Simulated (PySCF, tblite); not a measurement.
# C8H14OSi: geometry, infrared bands and NMR shifts

Wanted: the infrared bands and NMR shifts of C8H14OSi (`C=C(/C=C\O/C=C/C)[SiH2]C`), by calculation.

The runs use tblite 0.8.0 and PySCF 2.14.0, with density-fitted response routines of our own; the level of theory stands in each step. All values are computed, except where a source is named. Atoms count from 0, in the outputs and in this text.

## 1. The molecule as given

24 atoms, charge 0, multiplicity 1; geometry from: force field or distance geometry start.

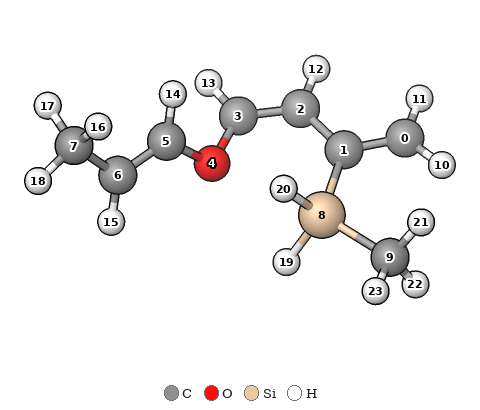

The starting geometry (carbon grey, oxygen red, silicon light orange, hydrogen white), atoms numbered.

## 2. Relaxing the molecule with GFN2-xTB

What the job is given:

```
{"job": {"kind": "relax", "xc": "GFN2-xTB", "basis": "xTB"}, "charge": 0, "multiplicity": 1}
C      2.497200     1.106500     1.777800
C      1.482600     0.941800     0.937100
C      0.312600     1.767000     1.154100
C     -0.764500     1.695300     0.370700
O     -0.826200     0.780000    -0.690200
C     -1.981400    -0.029200    -0.664200
C     -2.558300    -0.472300    -1.760300
C     -3.763200    -1.317700    -1.570600
Si     1.658000    -0.308900    -0.370800
C      3.290900    -1.186200    -0.341500
H      3.420400     0.547000     1.727400
H      2.413300     1.848300     2.585100
H      0.247900     2.511900     1.976500
H     -1.609300     2.349100     0.596200
H     -2.389000    -0.276400     0.308300
H     -2.160000    -0.223600    -2.726800
H     -3.594400    -2.160400    -0.866200
H     -4.623900    -0.740100    -1.170200
H     -4.083600    -1.703900    -2.566700
H      1.566000     0.348700    -1.695900
H      0.579800    -1.295400    -0.169700
H      3.455600    -1.586100     0.681900
H      4.112800    -0.501600    -0.656900
H      3.304900    -2.074100    -1.024300
```

Run with:

```console
$ OMP_NUM_THREADS=1 python probes_run.py task.json out
```

The driver reads the jobs from task.json and runs them one after another.

**Question.** This job is followed by: GFN2-xTB harmonic vibrations, gas phase; GIAO PBE0/pcSseg-1 NMR shielding, non-relativistic, gas phase. Predict these results of the whole session: strongest single infrared mode (GFN2-xTB); zero-point energy (GFN2-xTB); ¹³C shifts against TMS (PBE0/pcSseg-1); ¹H shifts against TMS (PBE0/pcSseg-1, means over atoms taken as alike); ¹⁷O shifts against H2O (PBE0/pcSseg-1); ²⁹Si shifts against TMS (PBE0/pcSseg-1).

The runs gave:

| quantity | value |
| --- | --- |
| strongest single infrared mode (GFN2-xTB) | 2208 cm⁻¹, 496 km/mol |
| zero-point energy (GFN2-xTB) | 119.8 kcal/mol |
| ¹³C shifts against TMS (PBE0/pcSseg-1) | 150.1, 149.6, 147.4, 132.0, 120.1, 111.9, 16.0, -5.9 ppm |
| ¹H shifts against TMS (PBE0/pcSseg-1, means over atoms taken as alike) | 6.41, 6.21, 5.91, 5.53, 5.51, 5.41, 4.86, 1.77, 0.10 ppm |
| ¹⁷O shifts against H2O (PBE0/pcSseg-1) | 187.7 ppm |
| ²⁹Si shifts against TMS (PBE0/pcSseg-1) | -49.7 ppm |

**Reading.** The optimisation took 140 steps and gained 0.690 eV; among the close pairs (by a distance rule), C1–Si8 changed most, from 1.818 to 1.897 Å. All 66 modes are real, so the xTB geometry is a minimum. The strongest single mode, at 2208 cm⁻¹, moves mainly H20 and H19. GFN2-xTB is a fitted tight-binding method: band positions and strengths are rough. Its intensities can rank the bands wrongly. At PBE0/pcSseg-1: Shielding is most anisotropic at C1 (span 248 ppm, paramagnetic term -224 ppm).
